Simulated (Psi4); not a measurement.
**FNO-MP3/cc-pwCVDZ run of SiPH3F− (SMILES F[SiH-]P)**

What is the energy difference between two shapes of SiPH3F− at FNO-MP3/cc-pwCVDZ? 

The results are computed with Psi4 1.11.

1 further run of the same task is left out (set aside as unsound or not needed).

### Step 1. Starting point

SiPH3F−: 6 atoms, total charge -1, spin state singlet. As SMILES, `F[SiH-]P`. Geometry: relaxed at GFN2-xTB. This is one conformer, not always the lowest.

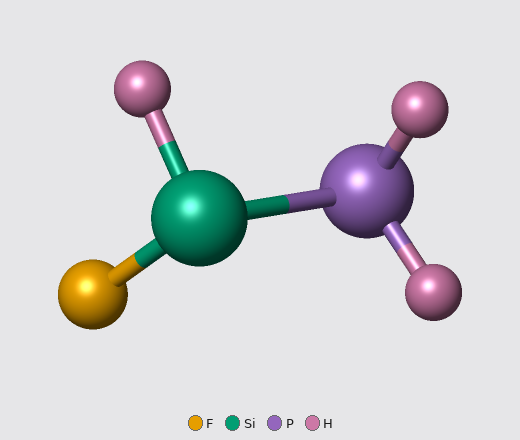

The structure, seen from a chosen angle (fluorine amber, silicon teal, phosphorus purple, hydrogen pink).

### Step 2. A single-point energy at FNO-MP3/cc-pwCVDZ

input.dat reads:

```
memory 1.6 GB

molecule system {
  -1 1
  F     -1.456900    -1.503930     0.661640
  Si    -0.794380    -0.477720    -0.510070
  P      0.796600     0.637220     0.633420
  H      0.142930    -1.538260    -1.038220
  H      1.290210     1.120130    -0.555580
  H      0.021550     1.762560     0.808810
  units angstrom
}

set globals {
  scf_type    direct
  freeze_core true
  mp_type     conv
}

E, wfn = energy('fno-mp3/cc-pwCVDZ', return_wfn=True)
```

On the command line:

```
psi4 -i input.dat -o output.dat -n 1
```

output.dat:

```text
[...]
  Running in c1 symmetry.
[...]
  Nuclear repulsion =  141.611045252067555
[...]
  Multiplicity = 1
[...]
  Nalpha       = 21
  Nbeta        = 21
[...]
    Number of basis functions: 87
[...]
   @DF-RHF iter   1:  -730.80983464799726   -7.17428e-01   4.91164e-03 DIIS/ADIIS
[...]
   @RHF iter  19:  -730.89360465407128   -4.20641e-12   5.01819e-09 DIIS
[...]
    Orbital Energies [Eh]
    ---------------------
    Doubly Occupied:
       1A    -79.729201     2A    -68.561793     3A    -26.028894
       4A     -7.276022     5A     -5.905826     6A     -5.170286
       7A     -5.169591     8A     -5.168664     9A     -4.010754
      10A     -4.009737    11A     -4.008584    12A     -1.320785
      13A     -0.669409    14A     -0.495875    15A     -0.411779
      16A     -0.406360    17A     -0.355484    18A     -0.327201
      19A     -0.233985    20A     -0.191984    21A     -0.063231
[...]
  @RHF Final Energy:  -730.89360465407128
   => Energetics <=
    Nuclear Repulsion Energy =            141.6110452520675551
    One-Electron Energy =               -1305.9784150174157276
    Two-Electron Energy =                 433.4737651112769754
    Total Energy =                       -730.8936046540712823
[...]
 Multipole Moments:
 ------------------------------------------------------------------------------------
     Multipole            Electronic (a.u.)      Nuclear  (a.u.)        Total (a.u.)
 ------------------------------------------------------------------------------------
 L = 1.  Multiply by 2.5417464519 to convert [e a0] to [Debye]
 Dipole X            :         -1.8257873            2.2727521            0.4469647
 Dipole Y            :         -1.8724059            2.3323137            0.4599078
 Dipole Z            :          2.5598647           -2.1593276            0.4005370
 Magnitude           :                                                    0.7561234
[...]
      * MP2 total energy:                   -731.317484751675
[...]
      * MP2 total energy:                   -731.317484751675
[...]
      * MP3 total energy:                   -731.347520313490
[...]
```

Run time: 36 s. Hardware: 1 thread of Intel Xeon Platinum 8375C at 2.90GHz (Ice Lake), shared host; peak memory 0.65 GiB.

### Step 3. The distorted shape, same level

calc.inp reads:

```
memory 1.6 GB

molecule system {
  -1 1
  F     -2.75948391    -2.90218091     1.20247242
  Si    -1.45243216    -0.84329217    -0.91016202
  P      1.43462716     1.18270210     1.19415384
  H      0.31385894    -2.87774108    -1.98810716
  H      2.40759801     2.14442152    -1.09924424
  H      0.06417321     3.33582581     1.49995877
  units bohr
}

set scf_type direct
set freeze_core true
set mp_type conv

result, w = energy('fno-mp3/cc-pwCVDZ', return_wfn=True)
```

On the command line:

```
psi4 -n 1 calc.inp calc.out
```

calc.out:

```text
[...]
  Running in c1 symmetry.
[...]
  Nuclear repulsion =  143.117853913332198
[...]
  Multiplicity = 1
[...]
  Nalpha       = 21
  Nbeta        = 21
[...]
    Number of basis functions: 87
[...]
   @DF-RHF iter   1:  -730.79855706946591   -6.61683e-01   4.97898e-03 DIIS/ADIIS
[...]
   @RHF iter  19:  -730.88664166705394   -7.73070e-12   5.35286e-09 DIIS
[...]
    Orbital Energies [Eh]
    ---------------------
    Doubly Occupied:
       1A    -79.732421     2A    -68.558625     3A    -26.024668
       4A     -7.279922     5A     -5.903365     6A     -5.174028
       7A     -5.173415     8A     -5.172748     9A     -4.008387
      10A     -4.007396    11A     -4.006114    12A     -1.314230
      13A     -0.677632    14A     -0.490540    15A     -0.406503
      16A     -0.401413    17A     -0.357701    18A     -0.322478
      19A     -0.240725    20A     -0.198607    21A     -0.059065
[...]
  @RHF Final Energy:  -730.88664166705394
   => Energetics <=
    Nuclear Repulsion Energy =            143.1178539133321976
    One-Electron Energy =               -1308.9890228664514780
    Two-Electron Energy =                 434.9845272860653154
    Total Energy =                       -730.8866416670539365
[...]
 Multipole Moments:
 ------------------------------------------------------------------------------------
     Multipole            Electronic (a.u.)      Nuclear  (a.u.)        Total (a.u.)
 ------------------------------------------------------------------------------------
 L = 1.  Multiply by 2.5417464519 to convert [e a0] to [Debye]
 Dipole X            :         -1.8268513            2.3348850            0.5080337
 Dipole Y            :         -1.8612209            2.4047156            0.5434947
 Dipole Z            :          2.6810134           -2.1875711            0.4934423
 Magnitude           :                                                    0.8927318
[...]
      * MP2 total energy:                   -731.311183646364
[...]
      * MP2 total energy:                   -731.311183646364
[...]
      * MP3 total energy:                   -731.341009257180
[...]
```

Wall time 37 s (1 thread of Intel Xeon Platinum 8375C at 2.90GHz (Ice Lake), shared host); peak memory 0.65 GiB.

### Step 4. Outcome

At FNO-MP3/cc-pwCVDZ, 11 core orbitals frozen:

| quantity | value |
| --- | --- |
| first shape: total energy | -731.34752 Eh |
| first shape: HOMO energy (Hartree–Fock orbitals) | -1.72 eV |
| first shape: LUMO energy (Hartree–Fock orbitals) | 9.22 eV |
| first shape: HOMO–LUMO gap (to an unbound level, set by the basis) | 10.94 eV |
| first shape: correlation energy (11 core orbitals frozen) | -453.9 mEh |
| distorted shape: total energy | -731.34101 Eh |
| distorted shape: HOMO energy (Hartree–Fock orbitals) | -1.61 eV |
| distorted shape: LUMO energy (Hartree–Fock orbitals) | 8.98 eV |
| distorted shape: HOMO–LUMO gap (to an unbound level, set by the basis) | 10.59 eV |
| distorted shape: correlation energy (11 core orbitals frozen) | -454.4 mEh |
| energy change with the atoms displaced | 0.177 eV |

**Reading.** With the atoms displaced the energy rises by 0.18 eV (17.1 kJ/mol). The first shape isn't relaxed at this level, so the change isn't measured from a minimum.
